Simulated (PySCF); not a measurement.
BrH₇Si₃ (SMILES [SiH3][SiH2][SiH2]Br)

```csv
atom,x (Å),y (Å),z (Å)
Si,-1.9558,-0.1380,0.6562
Si,-0.1317,-0.5267,-0.7116
Si,1.7777,0.6464,-0.1055
Br,3.6036,-0.6290,-0.2891
H,-2.1951,1.3034,0.7748
H,-1.7313,-0.6488,2.0092
H,-3.1797,-0.7484,0.1423
H,0.2252,-1.9525,-0.7723
H,-0.4023,-0.1653,-2.1136
H,1.8456,1.0556,1.2965
H,2.1492,1.8059,-0.9127
```

Geometry: GFN2-xTB.

These are results of PBE0/def2-SVPD, SCF density, gas phase in PySCF 2.14.0, not measurements.

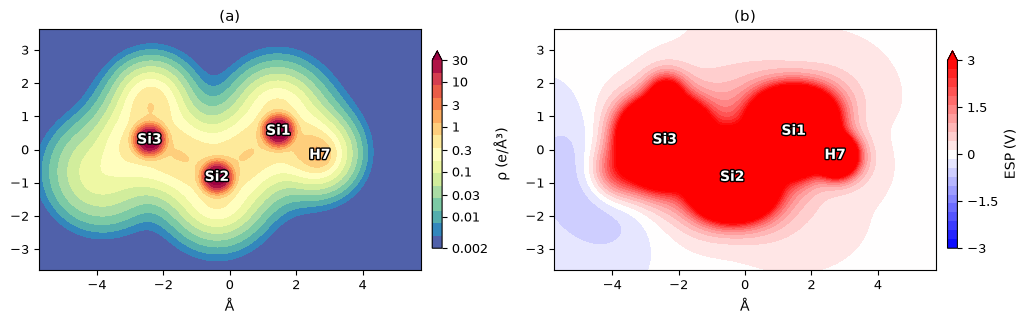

Figure 1. (a) electron density; (b) electrostatic potential on the plane of atoms Si1, Si2 and Si3.

### What do the fields say about this system?

- The plane passes through Si and H nuclei.
- Si–Si (2.31 Å): the density is about 0.65 e/Å³ at the midpoint.
- Si–H (1.46 Å): the density is about 0.79 e/Å³ at the midpoint.
- Outside the dense part of the molecule the potential is most negative (−0.6 V) near Br4, which lies off the plane.

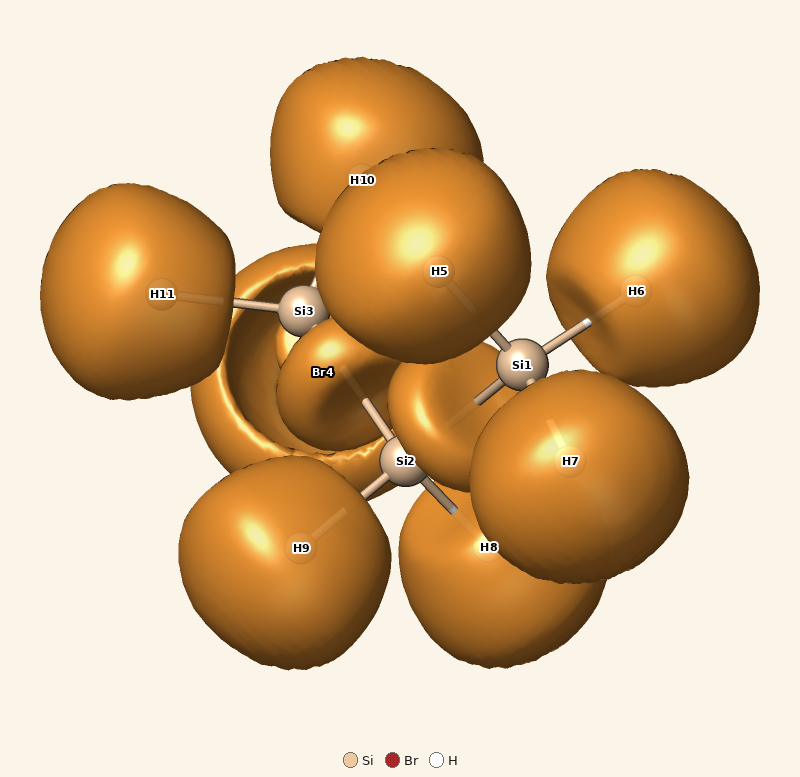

Figure 2. Isosurface of the ELF at 0.8 (orange), seen at an oblique angle. Only the valence region is drawn (cores and ρ < 0.01 e/Å³ removed).

### Where are the electrons localised?

At this value the surface marks out one region between bonded Br–Si atoms (shared pairs), two regions between bonded Si–Si atoms (shared pairs), seven regions around hydrogen nuclei and one ring or bowl of non-bonding electrons around Br. Profiles from the grid: Si–Br (2.23 Å): the ELF peaks at about 0.85 between the atoms, as expected for a shared but strongly polarised pair. Si–Si (2.31 Å): the ELF peaks at about 1 between the atoms (a shared electron pair).

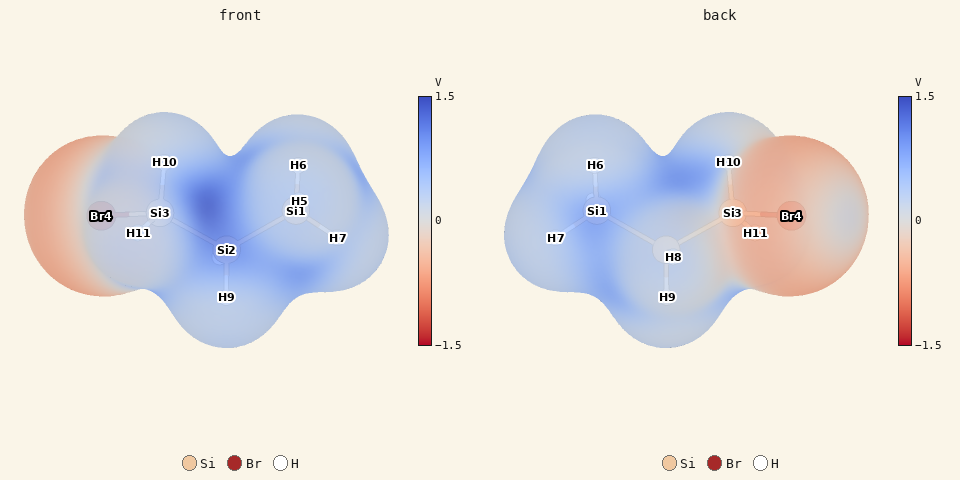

Figure 3. The molecular electrostatic potential painted on the density surface at 0.001 e/bohr³, seen from the front and from behind; the colour scale runs from red (negative) to blue (positive).

### Which sites attract a positive test charge, and which a negative one?

A positive charge is drawn to the negative regions and a negative charge to the positive ones. The most negative region (about −0.6 V, or −14 kcal/mol for a unit charge) lies over Br4, the most positive (about +1.2 V, or +28 kcal/mol for a unit charge) over Si3.
